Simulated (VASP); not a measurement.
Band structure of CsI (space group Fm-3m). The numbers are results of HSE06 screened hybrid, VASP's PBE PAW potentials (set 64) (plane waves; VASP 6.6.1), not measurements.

Unless said otherwise, spin-orbit coupling is left out, though it shifts the bands of the heavy elements here.

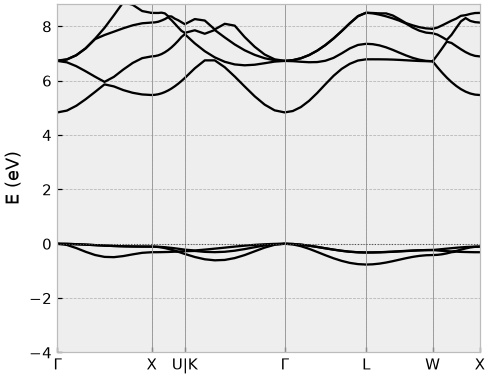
Fig. 1. Bands along high-symmetry lines, zero at the valence-band maximum or, without a gap, the Fermi level

Task: Read the plot: is there a gap, and where are the band edges?

Result: The gap is direct, 4.83 eV, from the valence maximum at Γ to the conduction minimum at Γ.

The structure comes from a computed database's CsI entry (Fm-3m); how it stands against other phases isn't given here. It was relaxed first. The cell's shape comes from a PBE relaxation.
